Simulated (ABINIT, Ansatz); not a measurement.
# MoS2 (P6_3/mmc): one start, several treatments of the self-energy

How much does the gap of MoS2 (P6_3/mmc) depend on the approximation to the self-energy?

Program: ABINIT 10.8.3. Level of theory: PBE and many-body steps on it, plane waves. Results are calculated unless marked as measured.

The database entry behind the starting cell differs from later determinations by our own check (about 0.3 % long), so it need not match the best structure at ambient conditions.

## (1) Starting point

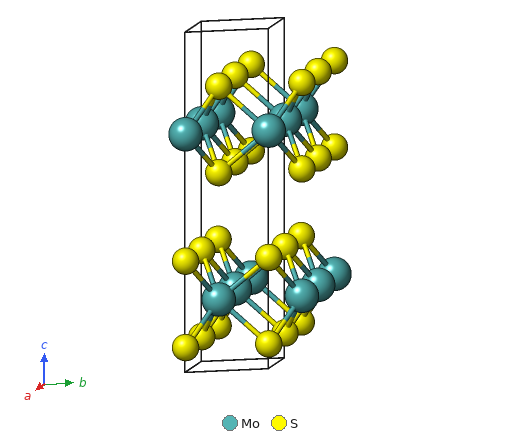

Start, viewed slightly off an axis; molybdenum teal, sulfur yellow. 3×2×1 cells are drawn.

The cell and positions come from the Crystallography Open Database and are kept as given unless a step says otherwise.

## (2) Empty states on the mesh, 6×6×1 mesh, 618 bands

This step: ABINIT 10.8.3; DFT, PBE, plane waves, norm-conserving pseudopotentials.

The sums over transitions need many empty states on a uniform mesh; this step solves for them.

The input, run.abi:

```
acell 3*1.0 Angstrom
rprim 
  3.169000000004 -0.000000000001 0.000000000000
  -1.584500000001 2.744434504597 0.000000000000
  0.000000000000 0.000000000000 12.324000000000
ntypat 2
znucl 42 16
natom 6
typat 1 1 2 2 2 2
xred 
  0.333333333333 0.666666666667 0.250000000000
  0.666666666667 0.333333333333 0.750000000000
  0.333333333333 0.666666666667 0.623000000000
  0.666666666667 0.333333333333 0.123000000000
  0.333333333333 0.666666666667 0.877000000000
  0.666666666667 0.333333333333 0.377000000000
pp_dirpath "pseudos"
pseudos "Mo.upf, S.upf"
ecut 36
ngkpt 6 6 1
nshiftk 1
shiftk 0 0 0
kptopt 1
chksymbreak 0
iscf -2
irdden 1
istwfk *1
nband 618
nbdbuf 56
tolwfr 1e-09
nstep 60
prtvol 0
indata_prefix "in"
outdata_prefix "out"
tmpdata_prefix "tmp"
```

On the command line:

```sh
$ OMP_NUM_THREADS=1 mpirun -n 4 abinit run.abi > log
```

Numbers of over 12 decimals in the logs are rounded to 6 here.

The log of the run:

```text
.Version 10.8.3 of ABINIT. v10.8.2 released Aug 2026.

 Symmetries : space group P6_3/m m c (#194); Bravais hP (primitive hexag.)
[... echo of the input left out ...]
== DATASET  1 ==================================================================
-   mpi_nproc: 4, omp_nthreads: 1 (-1 if OMP is not activated)

--- !DatasetInfo
iteration_state: {dtset: 1, }
dimensions: {natom: 6, nkpt: 7, mband: 618, nsppol: 1, nspinor: 1, nspden: 1, mpw: 7481, }
cutoff_energies: {ecut:  36.0, pawecutdg:  -1.0, }
[...]
6.25738    6.25741    6.26430    6.26441    6.27355    6.27359    6.27659    6.27678
   6.28332    6.28599    6.29871    6.29936    6.30005    6.36079    6.36631    6.36770
   6.37580    6.37761
 prteigrs : prtvol=0 or 1, do not print more k-points.

== END DATASET(S) ==============================================================
================================================================================

 -outvars: echo values of variables after computation  --------
            nband         618
             nkpt           7
          spgroup         194
 [... the other variables as echoed above ...]

 Calculation completed.
```

It took 12 min on 4 MPI ranks of Arm Neoverse V2, shared host; peak memory 0.98 GiB; 48 min of CPU time.

This step gave:

| Item | Value |
| --- | --- |
| gap | 0.8887 eV |
| k of the valence top | 0, 0, 0 |
| k of the conduction bottom | 0.1667, 0.1667, 0 |
| least direct gap | 1.654 eV |
| k points computed | 7 |
| lowest point of the top converged band, above the valence top | 153.8866 eV |

On this mesh the gap is 0.889 eV.

The density comes from a self-consistent run that is not shown.

## (3) Screening, 6×6×1 mesh, 244 bands, screening to 176.9 eV

The RPA dielectric matrix is built and inverted for each q.

This step: RPA screening on PBE, plane waves, norm-conserving pseudopotentials.

Edit run.abi of step 2 so:

```diff
@@ -24,10 +24,11 @@
 chksymbreak 0
-iscf -2
-irdden 1
 istwfk *1
-nband 618
-nbdbuf 56
-tolwfr 1e-09
-nstep 60
-prtvol 0
+occopt 1
+irdwfk 1
+optdriver 3
+nband 244
+ecuteps 6.5
+inclvkb 2
+awtr 1
+symchi 1
 indata_prefix "in"
```

The log of the run:

```text
.Version 10.8.3 of ABINIT. v10.8.2 released Aug 2026.

 Symmetries : space group P6_3/m m c (#194); Bravais hP (primitive hexag.)
[... echo of the input left out ...]
== DATASET  1 ==================================================================
-   mpi_nproc: 4, omp_nthreads: 1 (-1 if OMP is not activated)

--- !DatasetInfo
iteration_state: {dtset: 1, }
dimensions: {natom: 6, nkpt: 7, mband: 244, nsppol: 1, nspinor: 1, nspden: 1, mpw: 7481, }
cutoff_energies: {ecut:  36.0, pawecutdg:  -1.0, }
electrons: {nelect:   5.20000000E+01, charge:   0.00000000E+00, occopt:   1.00000000E+00, tsmear:   1.00000000E-02, }

 SCREENING: Calculation of the susceptibility and dielectric matrices

 Based on a program developped by R.W. Godby, V. Olevano, G. Onida, and L. Reining.
 Incorporated in ABINIT by V. Olevano, G.-M. Rignanese, and M. Torrent.
.Using double precision arithmetic ; gwpc =  8

[... cell and pseudopotentials left out ...]
--------------------------------------------------------------------------------

 ==== K-mesh for the wavefunctions ====
 Number of points in the irreducible wedge :     7
[... list of points left out ...]
 Together with 24 symmetry operations and time-reversal symmetry
 yields    36 points in the full Brillouin Zone.

 ==== Q-mesh for the screening function ====
 Number of points in the irreducible wedge :     7
[... list of points left out ...]
 Together with 24 symmetry operations and time-reversal symmetry
 yields    36 points in the full Brillouin Zone.

 setmesh: FFT mesh size selected  =    20x   20x   90
          total number of points  =        36000

 vcoul_init : cutoff-mode = AUXILIARY_FUNCTION
 q-points for optical limit:   1
     1)      0.000010    0.000020    0.000030

- screening: taking advantage of time-reversal symmetry
- Maximum band index for partially occupied states nbvw = 26
- Remaining bands to be divided among processors   nbcw = 218
- Number of bands treated by each node ~54

 Number of electrons calculated from density =   52.0000; Expected =   52.0000
 average of density, n =  0.071892
 r_s =    1.4919
 omega_plasma =   25.8640 [eV]

 calculating chi0 at frequencies [eV] :
  1    0.000000E+00    0.000000E+00
  2    0.000000E+00    2.586399E+01

--------------------------------------------------------------------------------
  q-point number  1        q = ( 0.000000, 0.000000, 0.000000) [r.l.u.]
--------------------------------------------------------------------------------
[... chi0 elements left out ...]
 For q-point:  0.000010 0.000020 0.000030
  dielectric constant =  14.4560
  dielectric constant without local fields =  16.2976

  Average fulfillment of the sum rule on Im[epsilon] for q-point    1 :     83.54  [%]
[... wings left out ...]
  q-point number  2        q = ( 0.166667, 0.000000, 0.000000) [r.l.u.]
--------------------------------------------------------------------------------
[... chi0 elements left out ...]
  Average fulfillment of the sum rule on Im[epsilon] for q-point    2 :     85.18  [%]

 [... 5 further q-points ...]
```

It took 5 min on 4 MPI ranks; peak memory 2.1 GiB.

Numbers from this step:

* ε∞ with local fields, on this mesh, along the program's q direction: 14.46
* the same without local fields: 16.30
* plasma frequency: 25.86 eV
* plane waves in the screening matrix: 573

Local fields lower ε∞ by 11 %. On a Γ-centred mesh this coarse the value itself is usually too large, while a short band sum pulls it down.

## (4) G0W0, Godby-Needs plasmon pole

The self-energy is evaluated for the states that the input lists, and the levels follow from it, in one-shot runs by the linearised quasiparticle equation.

This step: G0W0 on PBE, plane waves, norm-conserving pseudopotentials.

Edit run.abi of step 3 so:

```diff
@@ -27,8 +27,19 @@
 irdwfk 1
-optdriver 3
+optdriver 4
 nband 244
+gwcalctyp 0
+ecutsigx 36
+symsigma 1
+nkptgw 3
+kptgw 
+  0.0000000000 0.0000000000 0.0000000000
+  0.1666666667 0.1666666667 0.0000000000
+  0.3333333333 0.3333333333 0.0000000000
+bdgw 
+  25 28
+  25 28
+  25 28
 ecuteps 6.5
-inclvkb 2
-awtr 1
-symchi 1
+irdscr 1
+ppmodel 1
 indata_prefix "in"
```

The log of the run:

```text
.Version 10.8.3 of ABINIT. v10.8.2 released Aug 2026.

 Symmetries : space group P6_3/m m c (#194); Bravais hP (primitive hexag.)
[... echo of the input left out ...]
== DATASET  1 ==================================================================
-   mpi_nproc: 4, omp_nthreads: 1 (-1 if OMP is not activated)

--- !DatasetInfo
iteration_state: {dtset: 1, }
dimensions: {natom: 6, nkpt: 7, mband: 244, nsppol: 1, nspinor: 1, nspden: 1, mpw: 7481, }
cutoff_energies: {ecut:  36.0, pawecutdg:  -1.0, }
electrons: {nelect:   5.20000000E+01, charge:   0.00000000E+00, occopt:   1.00000000E+00, tsmear:   1.00000000E-02, }

 SIGMA: Calculation of the GW corrections

 Based on a program developped by R.W. Godby, V. Olevano, G. Onida, and L. Reining.
 Incorporated in ABINIT by V. Olevano, G.-M. Rignanese, and M. Torrent.
.Using double precision arithmetic ; gwpc =  8

[... cell and pseudopotentials left out ...]
--------------------------------------------------------------------------------

 ==== K-mesh for the wavefunctions ====
 Number of points in the irreducible wedge :     7
[... list of points left out ...]
 Together with 24 symmetry operations and time-reversal symmetry
 yields    36 points in the full Brillouin Zone.

 ==== Q-mesh for screening function ====
 Number of points in the irreducible wedge :     7
[... list of points left out ...]
 Together with 24 symmetry operations and time-reversal symmetry
 yields    36 points in the full Brillouin Zone.

 vcoul_init : cutoff-mode = AUXILIARY_FUNCTION
 q-points for optical limit:   1
     1)      0.000010    0.000020    0.000030
 setmesh: FFT mesh size selected  =    32x   32x  128
          total number of points  =       131072

 Number of electrons calculated from density =   52.0000; Expected =   52.0000
 average of density, n =  0.071892
 r_s =    1.4919
 omega_plasma =   25.8640 [eV]

 === KS Band Gaps ===
  >>>> For spin  1
   Minimum direct gap =   1.6539 [eV], located at k-point      :   0.3333  0.3333  0.0000
   Fundamental gap    =   0.8888 [eV], Top of valence bands at :   0.0000  0.0000  0.0000
                                       Bottom of conduction at :   0.1667  0.1667  0.0000
 SIGMA fundamental parameters:
 PLASMON POLE MODEL  1
 number of plane-waves for SigmaX                 7437
 number of plane-waves for SigmaC and W            573
 number of plane-waves for wavefunctions          7437
 number of bands                                   244
 number of independent spin polarizations            1
 number of spinorial components                      1
 number of k-points in IBZ                           7
 number of q-points in IBZ                           7
 number of symmetry operations                      24
 number of k-points in BZ                           36
 number of q-points in BZ                           36
 number of frequencies for dSigma/dE                 9
 frequency step for dSigma/dE [eV]                0.25
 number of omega for Sigma on real axis              0
 max omega for Sigma on real axis  [eV]           0.00
 zcut for avoiding poles [eV]                     0.10

 EPSILON^-1 parameters (SCR file):
 dimension of the eps^-1 matrix on file            573
 dimension of the eps^-1 matrix used               573
 number of plane-waves for wavefunctions          7437
 number of bands                                   244
 number of q-points in IBZ                           7
 number of frequencies                               2
 number of real frequencies                          1
 number of imag frequencies                          1

 matrix elements of self-energy operator (all in [eV])

 Perturbative Calculation

--- !SelfEnergy_ee
iteration_state: {dtset: 1, }
kpoint     : [   0.000,    0.000,    0.000, ]
spin       : 1
KS_gap     :    2.100
QP_gap     :    2.474
Delta_QP_KS:    0.375
data: !SigmaeeData |
     Band     E0 <VxcDFT>   SigX SigC(E0)      Z dSigC/dE  Sig(E)    E-E0       E
       25   7.290 -15.411 -16.658   1.207   0.773  -0.293 -15.442  -0.031   7.259
       26   8.434 -16.391 -17.086   0.711   0.771  -0.296 -16.379   0.012   8.447
       27  10.534 -15.683 -11.194  -3.990   0.776  -0.289 -15.296   0.387  10.921
       28  10.534 -15.683 -11.194  -3.990   0.776  -0.289 -15.296   0.387  10.921

--- !SelfEnergy_ee
iteration_state: {dtset: 1, }
kpoint     : [   0.167,    0.167,    0.000, ]
spin       : 1
KS_gap     :    2.343
QP_gap     :    2.662
Delta_QP_KS:    0.319
data: !SigmaeeData |
     Band     E0 <VxcDFT>   SigX SigC(E0)      Z dSigC/dE  Sig(E)    E-E0       E
       25   6.952 -16.023 -17.484   1.453   0.770  -0.298 -16.029  -0.006   6.945
       26   6.980 -16.154 -17.551   1.428   0.770  -0.299 -16.130   0.024   7.003
[...]
--- !SelfEnergy_ee
iteration_state: {dtset: 1, }
kpoint     : [   0.333,    0.333,    0.000, ]
spin       : 1
KS_gap     :    1.654
QP_gap     :    2.137
Delta_QP_KS:    0.483
data: !SigmaeeData |
     Band     E0 <VxcDFT>   SigX SigC(E0)      Z dSigC/dE  Sig(E)    E-E0       E
[...]
26   7.832 -16.516 -17.090   0.681   0.773  -0.294 -16.433   0.083   7.915
       27   9.486 -17.609 -13.378  -3.496   0.771  -0.296 -17.043   0.566  10.053
       28   9.486 -17.609 -13.378  -3.496   0.771  -0.296 -17.043   0.566  10.053

== END DATASET(S) ==============================================================
================================================================================

 -outvars: echo values of variables after computation  --------
           etotal      0.0000000000E+00
            nband         244
             nkpt           7
          spgroup         194
 [... the other variables as echoed above ...]

 Calculation completed.
```

It took 2.2 min on 4 MPI ranks; peak memory 2.1 GiB.

This step gave:

```
G0W0 gap on the points computed              : 1.219 eV
starting gap on the mesh                     : 0.8887 eV
k of the valence top                         : 0, 0, 0
k of the conduction bottom                   : 0.1667, 0.1667, 0
Z at the valence top                         : 0.771
Z at the conduction bottom                   : 0.78
least direct G0W0 gap on the computed points : 2.138 eV
```

The gap on the mesh goes from 0.89 eV to 1.22 eV, a correction of +0.33 eV.

## (5) G0W0, Engel-Farid plasmon pole

Edit run.abi of step 4 so:

```diff
@@ -43,3 +43,3 @@
 irdscr 1
-ppmodel 1
+ppmodel 4
 indata_prefix "in"
```

The log of the run:

```text
.Version 10.8.3 of ABINIT. v10.8.2 released Aug 2026.

 Symmetries : space group P6_3/m m c (#194); Bravais hP (primitive hexag.)
[... echo of the input left out ...]
== DATASET  1 ==================================================================
-   mpi_nproc: 4, omp_nthreads: 1 (-1 if OMP is not activated)

--- !DatasetInfo
iteration_state: {dtset: 1, }
dimensions: {natom: 6, nkpt: 7, mband: 244, nsppol: 1, nspinor: 1, nspden: 1, mpw: 7481, }
cutoff_energies: {ecut:  36.0, pawecutdg:  -1.0, }
electrons: {nelect:   5.20000000E+01, charge:   0.00000000E+00, occopt:   1.00000000E+00, tsmear:   1.00000000E-02, }

 SIGMA: Calculation of the GW corrections

 Based on a program developped by R.W. Godby, V. Olevano, G. Onida, and L. Reining.
 Incorporated in ABINIT by V. Olevano, G.-M. Rignanese, and M. Torrent.
.Using double precision arithmetic ; gwpc =  8

[... cell and pseudopotentials left out ...]
--------------------------------------------------------------------------------

 ==== K-mesh for the wavefunctions ====
 Number of points in the irreducible wedge :     7
[... list of points left out ...]
 Together with 24 symmetry operations and time-reversal symmetry
 yields    36 points in the full Brillouin Zone.

 ==== Q-mesh for screening function ====
 Number of points in the irreducible wedge :     7
[... list of points left out ...]
 Together with 24 symmetry operations and time-reversal symmetry
 yields    36 points in the full Brillouin Zone.

 vcoul_init : cutoff-mode = AUXILIARY_FUNCTION
 q-points for optical limit:   1
     1)      0.000010    0.000020    0.000030
 setmesh: FFT mesh size selected  =    32x   32x  128
          total number of points  =       131072

 Number of electrons calculated from density =   52.0000; Expected =   52.0000
[...]
number of plane-waves for wavefunctions          7437
 number of bands                                   244
 number of q-points in IBZ                           7
 number of frequencies                               2
 number of real frequencies                          1
 number of imag frequencies                          1

 matrix elements of self-energy operator (all in [eV])

 Perturbative Calculation

--- !SelfEnergy_ee
iteration_state: {dtset: 1, }
kpoint     : [   0.000,    0.000,    0.000, ]
spin       : 1
KS_gap     :    2.100
QP_gap     :    2.501
Delta_QP_KS:    0.401
data: !SigmaeeData |
     Band     E0 <VxcDFT>   SigX SigC(E0)      Z dSigC/dE  Sig(E)    E-E0       E
       25   7.290 -15.411 -16.658   0.994   0.787  -0.271 -15.609  -0.199   7.091
       26   8.434 -16.391 -17.086   0.494   0.784  -0.276 -16.549  -0.158   8.276
       27  10.534 -15.683 -11.194  -4.180   0.787  -0.270 -15.440   0.243  10.777
[...]
--- !SelfEnergy_ee
iteration_state: {dtset: 1, }
kpoint     : [   0.167,    0.167,    0.000, ]
spin       : 1
KS_gap     :    2.343
QP_gap     :    2.710
Delta_QP_KS:    0.366
data: !SigmaeeData |
     Band     E0 <VxcDFT>   SigX SigC(E0)      Z dSigC/dE  Sig(E)    E-E0       E
[...]
--- !SelfEnergy_ee
iteration_state: {dtset: 1, }
kpoint     : [   0.333,    0.333,    0.000, ]
spin       : 1
KS_gap     :    1.654
QP_gap     :    2.180
Delta_QP_KS:    0.526
data: !SigmaeeData |
     Band     E0 <VxcDFT>   SigX SigC(E0)      Z dSigC/dE  Sig(E)    E-E0       E
[...]
27   9.486 -17.609 -13.378  -3.673   0.786  -0.272 -17.171   0.438   9.924
       28   9.486 -17.609 -13.378  -3.673   0.786  -0.272 -17.171   0.438   9.924

== END DATASET(S) ==============================================================
================================================================================

 -outvars: echo values of variables after computation  --------
           etotal      0.0000000000E+00
            nband         244
             nkpt           7
          spgroup         194
 [... the other variables as echoed above ...]

 Calculation completed.
```

Wall time 44 s (4 MPI ranks); peak memory 1.9 GiB; 2.9 min of CPU time.

Numbers from this step:

- G0W0 gap on the points computed: 1.252 eV
- starting gap on the mesh: 0.8887 eV
- k of the valence top: 0, 0, 0
- k of the conduction bottom: 0.1667, 0.1667, 0
- Z at the valence top: 0.784
- Z at the conduction bottom: 0.793
- least direct G0W0 gap on the computed points: 2.180 eV

Against G0W0 in ABINIT (6×6×1 mesh, 244 bands, screening to 176.9 eV, Godby-Needs plasmon pole), the gap moves by +0.033 eV.

## (6) G0W0, von der Linden-Horsch plasmon pole

Edit run.abi of step 5 so:

```diff
@@ -43,3 +43,3 @@
 irdscr 1
-ppmodel 4
+ppmodel 3
 indata_prefix "in"
```

The log of the run:

```text
.Version 10.8.3 of ABINIT. v10.8.2 released Aug 2026.

 Symmetries : space group P6_3/m m c (#194); Bravais hP (primitive hexag.)
[... echo of the input left out ...]
== DATASET  1 ==================================================================
-   mpi_nproc: 4, omp_nthreads: 1 (-1 if OMP is not activated)

--- !DatasetInfo
iteration_state: {dtset: 1, }
dimensions: {natom: 6, nkpt: 7, mband: 244, nsppol: 1, nspinor: 1, nspden: 1, mpw: 7481, }
cutoff_energies: {ecut:  36.0, pawecutdg:  -1.0, }
[...]
Band     E0 <VxcDFT>   SigX SigC(E0)      Z dSigC/dE  Sig(E)    E-E0       E
[...]
27   9.486 -17.609 -13.378  -3.731   0.815  -0.227 -17.202   0.407   9.894
       28   9.486 -17.609 -13.378  -3.731   0.815  -0.227 -17.202   0.407   9.894

== END DATASET(S) ==============================================================
================================================================================

 -outvars: echo values of variables after computation  --------
           etotal      0.0000000000E+00
            nband         244
             nkpt           7
          spgroup         194
 [... the other variables as echoed above ...]

 Calculation completed.
```

Elapsed: 43 s, on 4 MPI ranks; peak memory 1.9 GiB; 2.9 min of CPU time.

This step gave:

```yaml
g0w0_gap_on_the_points_computed: 1.241 eV
starting_gap_on_the_mesh: 0.8887 eV
k_of_the_valence_top: 0, 0, 0
k_of_the_conduction_bottom: 0.1667, 0.1667, 0
least_direct_g0w0_gap_on_the_computed_points: 2.241 eV
```

Against G0W0 in ABINIT (6×6×1 mesh, 244 bands, screening to 176.9 eV, Godby-Needs plasmon pole), the gap moves by +0.022 eV.

(Continued in part 2 of 2.)

[Paths, hosts, dates, memory and timing lines, banners, echoed tables and standing remarks are left out of the program output.]

[Logs are printed without paths, hosts, clocks, repeated set-up lines and the standing remarks that a program may print on its own settings, such as how far it seeks lower states.]

[Runs of the session that timed out or met a known fault of the program may be left out.]

[Hosts, paths, dates, database ids (printed as entryN), source tags and the programs' standing remarks are cut or masked in the printed files.]

[G0W0 gaps are taken among the corrected bands and points alone; a level outside them can change the order at an edge.]

[Where Ansatz stands beside ABINIT at settings called matched, ABINIT's density can come from a denser mesh and the files from another edition; pairs whose starting gaps differed by over 0.03 eV were left out, so agreement reads better than it is.]
